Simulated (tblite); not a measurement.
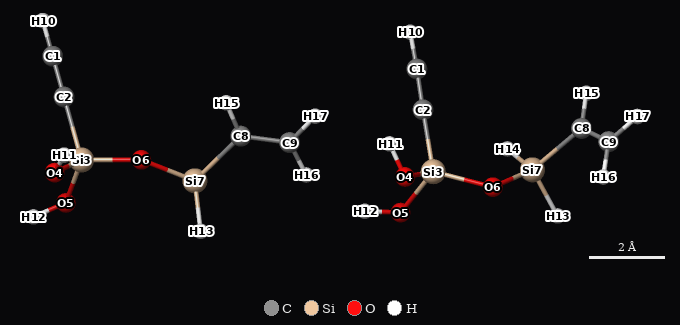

Two geometries of C4H8O3Si2, drawn at one scale. One is the start of a relaxation, the other its converged end. Style: ball-and-stick. Shown at a tilt.

All numbers below come from tblite, GFN2-xTB geometry optimisation, gas phase. 

Which geometry has the lower energy?

Answer. The left one is the relaxed one. H16 moves most after the best rigid fit: 1.89 Å. By element the largest moves are H 1.89 Å, O 0.84 Å, C 0.76 Å, Si 0.57 Å. Near-neighbour distances that change, for instance: Si3–O5 1.734 → 1.618 Å, Si3–O4 1.727 → 1.628 Å, O6–Si7 1.704 → 1.623 Å, Si3–O6 1.671 → 1.617 Å. Bond angles that change, for instance: Si3–O6–Si7 116.3° → 148.2°, Si3–O4–H11 105.8° → 119.7°, Si3–O5–H12 110.0° → 119.2°. Groups turn about Si7–C8 by about 115°, Si3–O4 by about 75°, Si3–O6 by about 75°. The energy falls by 1.066 eV in 201 geometry steps.
